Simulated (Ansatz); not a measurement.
**F + HH (H₂F) radical: an exchange reaction of three atoms**

A grid of calculations on F + HH (the system F + H₂), spin multiplicity 2, to see where the energy is lowest and how it rises around there.

Program: Ansatz 0.2.0. Level of theory: UKS PBE0-D4/def2-SVPD. These are calculated values, not measurements.

## (1) The part F radical alone, at the geometry typed

The input, input.yaml:

```yaml
crystal:
  periodic: [false, false, false]
  atoms:
    - { symbol: F, position_ang: [0.0, 0.0, 0.0] }
magnetization:
  spin_polarized: true
  initial_magnetization: 1
basis:
  gaussian: { orbitals: def2-SVPD }
hamiltonian:
  xc: pbe0
```

Run with:

```
$ ansatz run input.yaml --threads 1 --pin off --max-ram 2560MiB --backend cpu --events-out ev --progress --plain --runs-dir out
```

The program printed:

```text
Warning: RAYON_NUM_THREADS=1 ignored (pool sized by the plan → 1); use --threads N
Engine: ansatz 0.2.0, aarch64-unknown-linux-gnu
Functional definition: PBE0
  parameter a = 0.25
  parameter kappa = 0.804
  parameter beta = 0.06672455060314922
  exchange = (1 - a)*pbe_x(kappa = kappa, mu = beta*pi^2/3) + a*exact_x
  correlation = pbe_c(beta = beta)
155 factors; their error is unknown
mean field evaluation 1: about -2709.0567 eV, gradient 4.7e0 eV
mean field evaluation 2: about -2709.1150 eV, gradient 1.8e0 eV
mean field evaluation 4: about -2709.1259 eV, gradient 2.7e-2 eV
mean field evaluation 8: about -2709.1540 eV, gradient 6.4e-4 eV
mean field -2709.15401186 eV, -99.5595736054 hartree, gradient 2.7e-5 eV, S^2 0.751618; 0 other end points of the search recorded, 0 dependent functions left out
reference -2709.15403415 eV, -99.5595744244 hartree; 5, 4 occupied and 18, 19 virtual orbitals, 155 factors
Total energy: -2709.15403415 eV, -99.5595744244 hartree
```

Run time: 0.16 s. Hardware: 1 thread of Arm Neoverse V2, shared host; peak memory 0.063 GiB.

## (2) Reference run: H2, relaxed

The input, input.yaml:

```yaml
crystal:
  periodic: [false, false, false]
  atoms:
    - { symbol: H, position_ang: [0.0, 0.0, 0.0] }
    - { symbol: H, position_ang: [0.74, 0.0, 0.0] }
basis:
  gaussian: { orbitals: def2-SVPD }
hamiltonian:
  xc: pbe0
  dispersion: d4
output:
  forces: true
relax:
  f_tol: 0.003
  max_steps: 120
```

Run with:

```
$ ansatz run input.yaml --threads 1 --pin off --max-ram 2560MiB --backend cpu --events-out ev --progress --plain --runs-dir out
```

The program printed (excerpt; [...] marks lines left out):

```text
Warning: RAYON_NUM_THREADS=1 ignored (pool sized by the plan → 1); use --threads N
[...]
Functional definition: PBE0
[...]
128 factors; their error is unknown
[...]
mean field -31.66031272 eV, -1.1634950325 hartree, gradient 3.2e-5 eV, S^2 0.000000; 0 other end points of the search recorded, 0 dependent functions left out
[...]
reference -31.66032344 eV, -1.1634954263 hartree; 1, 1 occupied and 15, 15 virtual orbitals, 128 factors
relax step   1: F+E_penalty+E_count = -31.66191746 eV  Δ(F+E_penalty+E_count) = +0.000e0 eV  max|allowed force component| = 7.731e-1 eV/Å  Δτ_max = 0.0000 Å  (16 SCF iters, accepted)
[...]
relax step   2: F+E_penalty+E_count = -31.66963445 eV  Δ(F+E_penalty+E_count) = -7.717e-3 eV  max|allowed force component| = 7.932e-3 eV/Å  Δτ_max = 0.0101 Å  (16 SCF iters, accepted)
[...]
relax step   3: F+E_penalty+E_count = -31.66963533 eV  Δ(F+E_penalty+E_count) = -8.842e-7 eV  max|allowed force component| = 7.032e-5 eV/Å  Δτ_max = 0.0001 Å  (11 SCF iters, accepted)
128 factors; their error is unknown
[...]
mean field -31.66802246 eV, -1.1637783601 hartree, gradient 9.7e-6 eV, S^2 0.000000; 1 other end points of the search recorded, 0 dependent functions left out
[...]
reference -31.66803328 eV, -1.1637787575 hartree; 1, 1 occupied and 15, 15 virtual orbitals, 128 factors
Total energy: -31.66964614 eV, -1.1638380294 hartree
Atom 0 at    -0.010197     0.000000    -0.000000 Å, force    -0.000070    -0.000000    -0.000000 eV/Å
Atom 1 at     0.750197    -0.000000     0.000000 Å, force     0.000070    -0.000000     0.000000 eV/Å
Dipole moment:     0.000000    -0.000000    -0.000000 e Å
```

It took 0.26 s on 1 thread of Arm Neoverse V2, shared host; peak memory 0.065 GiB.

The steps of the relaxation:

| step | energy from step 1 (eV) | largest force component (eV/Å) |
| --- | --- | --- |
| 1 | 0.0000 | 0.7731 |
| 2 | -0.0077 | 0.0079 |
| 3 | -0.0077 | 0.0001 |

The bond:

| bond | before (Å) | after (Å) | change (Å) |
| --- | --- | --- | --- |
| H1–H2 | 0.740 | 0.760 | +0.020 |

## (3) The grid

The axes are (1) distance F1–H2: 17 values from 0.728 to 2.728 Å; (2) distance H2–H3: 17 values from 0.592 to 2.592 Å.

Nothing else is relaxed (the angle F1–H2–H3 is fixed at 180 degrees). Energies count from F far from the relaxed H2 (each part in its own basis).

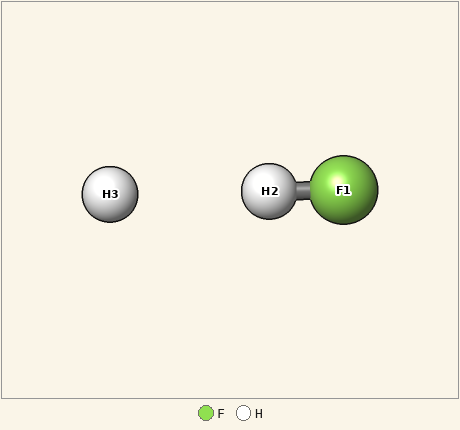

The geometry at distance F1–H2 = 0.782 Å, distance H2–H3 = 1.678 Å.

Below, 3 of the grid's runs; all are launched alike.

## (4) The run at distance F1–H2 = 0.782 Å, distance H2–H3 = 1.678 Å

The input, input.yaml:

```yaml
crystal:
  periodic: [false, false, false]
  atoms:
    - { symbol: F, position_ang: [-0.782, 0.0, 0.0] }
    - { symbol: H, position_ang: [0.0, 0.0, 0.0] }
    - { symbol: H, position_ang: [1.678, 0.0, 0.0] }
magnetization:
  spin_polarized: true
  initial_magnetization: 1
basis:
  gaussian: { orbitals: def2-SVPD }
hamiltonian:
  xc: pbe0
  dispersion: d4
output:
  forces: true
```

Run with:

```
$ ansatz run input.yaml --threads 1 --pin off --max-ram 2560MiB --backend cpu --events-out ev --progress --plain --runs-dir out
```

The program printed (excerpt; [...] marks lines left out):

```text
Warning: RAYON_NUM_THREADS=1 ignored (pool sized by the plan → 1); use --threads N
[...]
Functional definition: PBE0
[...]
313 factors; their error is unknown
[...]
mean field -2741.46626752 eV, -100.7470270988 hartree, gradient 6.3e-5 eV, S^2 0.750101; 0 other end points of the search recorded, 0 dependent functions left out
[...]
reference -2741.46629227 eV, -100.7470280084 hartree; 6, 5 occupied and 33, 34 virtual orbitals, 313 factors
Total energy: -2741.47223478 eV, -100.7472463914 hartree
Atom 0 at    -0.782000     0.000000     0.000000 Å, force   -14.741659    -0.000000    -0.000000 eV/Å
Atom 1 at     0.000000     0.000000     0.000000 Å, force    14.470535     0.000000     0.000000 eV/Å
Atom 2 at     1.678000     0.000000     0.000000 Å, force     0.271124    -0.000000    -0.000000 eV/Å
Dipole moment:     0.374435    -0.000000     0.000000 e Å
```

Wall time 0.45 s (1 thread of Arm Neoverse V2, shared host); peak memory 0.075 GiB.

On the map this point reads −63 kJ/mol.

## (5) Grid point distance F1–H2 = 0.955 Å, distance H2–H3 = 1.968 Å

The input, input.yaml:

```yaml
crystal:
  periodic: [false, false, false]
  atoms:
    - { symbol: F, position_ang: [-0.955, 0.0, 0.0] }
    - { symbol: H, position_ang: [0.0, 0.0, 0.0] }
    - { symbol: H, position_ang: [1.968, 0.0, 0.0] }
magnetization:
  spin_polarized: true
  initial_magnetization: 1
basis:
  gaussian: { orbitals: def2-SVPD }
hamiltonian:
  xc: pbe0
  dispersion: d4
output:
  forces: true
```

Run with:

```
$ ansatz run input.yaml --threads 1 --pin off --max-ram 2560MiB --backend cpu --events-out ev --progress --plain --runs-dir out
```

The program printed (excerpt; [...] marks lines left out):

```text
Warning: RAYON_NUM_THREADS=1 ignored (pool sized by the plan → 1); use --threads N
[...]
Functional definition: PBE0
[...]
313 factors; their error is unknown
[...]
mean field -2742.33921352 eV, -100.7791072725 hartree, gradient 8.8e-6 eV, S^2 0.750064; 0 other end points of the search recorded, 0 dependent functions left out
[...]
reference -2742.33923902 eV, -100.7791082098 hartree; 6, 5 occupied and 33, 34 virtual orbitals, 313 factors
Total energy: -2742.34473632 eV, -100.7793102317 hartree
Atom 0 at    -0.955000     0.000000     0.000000 Å, force     1.679828     0.000000    -0.000000 eV/Å
Atom 1 at     0.000000     0.000000     0.000000 Å, force    -1.678035    -0.000000    -0.000000 eV/Å
Atom 2 at     1.968000     0.000000     0.000000 Å, force    -0.001793     0.000000    -0.000000 eV/Å
Dipole moment:     0.451669     0.000000    -0.000000 e Å
```

Run time: 0.45 s. Hardware: 1 thread of Arm Neoverse V2, shared host; peak memory 0.074 GiB.

On the map this point reads −147 kJ/mol.

## (6) Grid point distance F1–H2 = 1.058 Å, distance H2–H3 = 1.539 Å

The input, input.yaml:

```yaml
crystal:
  periodic: [false, false, false]
  atoms:
    - { symbol: F, position_ang: [-1.058, 0.0, 0.0] }
    - { symbol: H, position_ang: [0.0, 0.0, 0.0] }
    - { symbol: H, position_ang: [1.539, 0.0, 0.0] }
magnetization:
  spin_polarized: true
  initial_magnetization: 1
basis:
  gaussian: { orbitals: def2-SVPD }
hamiltonian:
  xc: pbe0
  dispersion: d4
output:
  forces: true
```

Run with:

```
$ ansatz run input.yaml --threads 1 --pin off --max-ram 2560MiB --backend cpu --events-out ev --progress --plain --runs-dir out
```

The program printed (excerpt; [...] marks lines left out):

```text
Warning: RAYON_NUM_THREADS=1 ignored (pool sized by the plan → 1); use --threads N
[...]
Functional definition: PBE0
[...]
313 factors; their error is unknown
[...]
mean field -2741.99441036 eV, -100.7664359902 hartree, gradient 3.0e-6 eV, S^2 0.750910; 0 other end points of the search recorded, 0 dependent functions left out
[...]
reference -2741.99443412 eV, -100.7664368634 hartree; 6, 5 occupied and 33, 34 virtual orbitals, 313 factors
Total energy: -2742.00046864 eV, -100.7666586277 hartree
Atom 0 at    -1.058000     0.000000     0.000000 Å, force     4.460612     0.000000     0.000000 eV/Å
Atom 1 at     0.000000     0.000000     0.000000 Å, force    -4.444261    -0.000000    -0.000000 eV/Å
Atom 2 at     1.539000     0.000000     0.000000 Å, force    -0.016352     0.000000     0.000000 eV/Å
Dipole moment:     0.530842    -0.000000    -0.000000 e Å
```

Run time: 0.46 s. Hardware: 1 thread of Arm Neoverse V2, shared host; peak memory 0.073 GiB.

That is −114 kJ/mol from the zero.

## (7) Energy over the grid

289 points were computed. Energies in kJ/mol, from F far from the relaxed H2 (each part in its own basis); the table lists every other line.

| distance H2–H3 (Å) ↓, distance F1–H2 (Å) → | 0.728 | 0.862 | 1.058 | 1.287 | 1.540 | 1.814 | 2.104 | 2.409 | 2.728 |
| --- | --- | --- | --- | --- | --- | --- | --- | --- | --- |
| 2.592 | 34 | −137 | −109 | 32 | 192 | 308 | 367 | 397 | 412 |
| 2.273 | 34 | −137 | −110 | 30 | 187 | 301 | 360 | 390 | 405 |
| 1.968 | 35 | −137 | −112 | 25 | 177 | 285 | 342 | 371 | 386 |
| 1.678 | 41 | −134 | −113 | 17 | 157 | 252 | 302 | 328 | 340 |
| 1.404 | 56 | −125 | −113 | 2 | 118 | 189 | 224 | 240 | 246 |
| 1.151 | 92 | −100 | −109 | −23 | 56 | 99 | 118 | 126 | 129 |
| 0.922 | 171 | −44 | −88 | −46 | −5 | 16 | 26 | 30 | 31 |
| 0.726 | 325 | 76 | −18 | −22 | −12 | −5 | −1 | 1 | 1 |
| 0.592 | 538 | 254 | 117 | 79 | 70 | 69 | 70 | 70 | 70 |

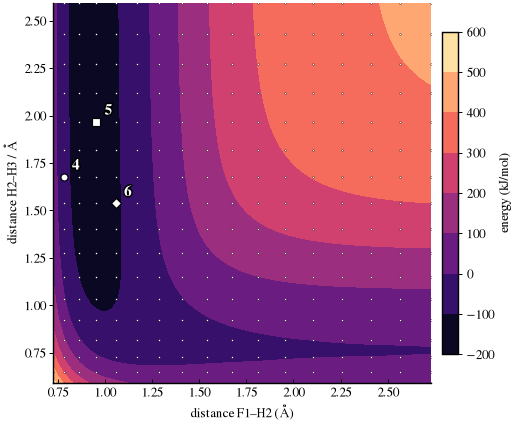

The map; numbers mark the steps of this session that print a point's run. Drawn: filled contours, dots at the grid points.

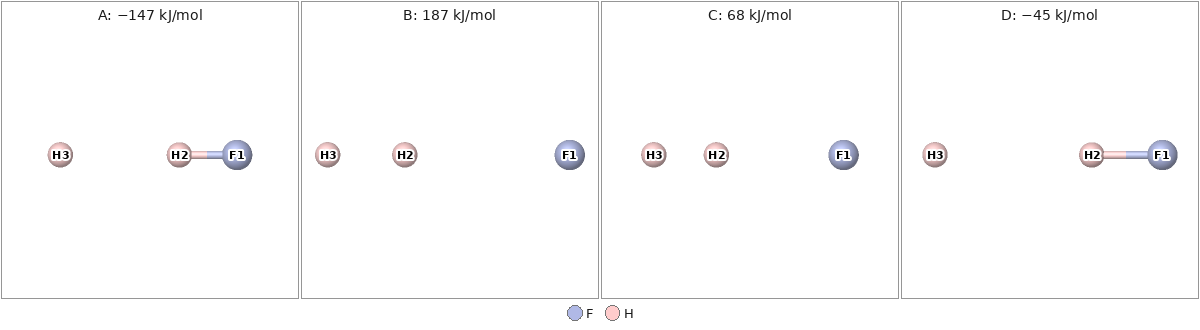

Structures on the grid, at one scale: A at distance F1–H2 = 0.955 Å, distance H2–H3 = 1.968 Å; B at distance F1–H2 = 2.728 Å, distance H2–H3 = 1.275 Å; C at distance F1–H2 = 2.104 Å, distance H2–H3 = 1.033 Å; D at distance F1–H2 = 1.169 Å, distance H2–H3 = 2.592 Å.

The dipole moment (D) at each point:

```csv
"distance H2–H3 (Å) ↓, distance F1–H2 (Å) →",0.728,0.862,1.058,1.287,1.540,1.814,2.104,2.409,2.728
2.592,1.64,1.87,2.25,2.72,3.25,2.72,2.06,1.46,0.94
2.273,1.66,1.92,2.32,2.85,3.42,2.90,2.20,1.55,0.98
1.968,1.68,1.96,2.42,3.01,3.58,3.09,2.35,1.65,1.02
1.678,1.68,1.99,2.51,3.17,3.58,3.06,2.32,1.59,0.97
1.404,1.62,1.98,2.56,3.17,3.20,2.55,1.76,1.04,0.51
1.151,1.48,1.88,2.45,2.80,2.46,1.72,1.02,0.52,0.24
0.922,1.23,1.65,2.13,2.18,1.70,1.08,0.57,0.27,0.12
0.726,0.90,1.35,1.72,1.62,1.16,0.67,0.33,0.15,0.06
0.592,0.61,1.11,1.44,1.29,0.87,0.47,0.22,0.10,0.04
```

The ⟨S²⟩ (ħ²) at each point:

```
distance H2–H3 (Å) ↓, distance F1–H2 (Å) →  0.728  0.862  1.058  1.287  1.540  1.814  2.104  2.409  2.728
                                     2.592   0.75   0.75   0.75   0.75   0.75   1.17   1.43   1.57   1.64
                                     2.273   0.75   0.75   0.75   0.75   0.76   1.14   1.38   1.52   1.59
                                     1.968   0.75   0.75   0.75   0.75   0.79   1.08   1.28   1.39   1.46
                                     1.678   0.75   0.75   0.75   0.75   0.81   0.98   1.08   1.13   1.15
                                     1.404   0.75   0.75   0.75   0.76   0.81   0.85   0.83   0.79   0.76
                                     1.151   0.75   0.75   0.75   0.77   0.79   0.78   0.76   0.75   0.75
                                     0.922   0.75   0.75   0.76   0.76   0.76   0.76   0.75   0.75   0.75
                                     0.726   0.75   0.75   0.76   0.76   0.76   0.75   0.75   0.75   0.75
                                     0.592   0.75   0.75   0.75   0.76   0.75   0.75   0.75   0.75   0.75
```

## (8) Results

| quantity | value |
| --- | --- |
| lowest point | distance F1–H2 = 0.955 Å, distance H2–H3 = 1.968 Å, −147 kJ/mol |
| highest computed point | distance F1–H2 = 0.728 Å, distance H2–H3 = 0.592 Å, 684 kJ/mol above the lowest |
| dipole moment (D) | 0.04 at distance F1–H2 = 2.728 Å, distance H2–H3 = 0.592 Å to 3.62 at distance F1–H2 = 1.540 Å, distance H2–H3 = 1.821 Å; 2.17 at the lowest point |
| ⟨S²⟩ (ħ²) | 0.75 at distance F1–H2 = 0.728 Å, distance H2–H3 = 1.968 Å to 1.64 at distance F1–H2 = 2.728 Å, distance H2–H3 = 2.592 Å; 0.75 at the lowest point |
| time for the whole task | 5.9 min on 1 thread, shared host |

What this shows: The lowest computed point is at distance F1–H2 = 0.955 Å, distance H2–H3 = 1.968 Å, −147 kJ/mol from F far from the relaxed H2 (each part in its own basis). The highest computed point, distance F1–H2 = 0.728 Å, distance H2–H3 = 0.592 Å, lies 684 kJ/mol above the lowest.
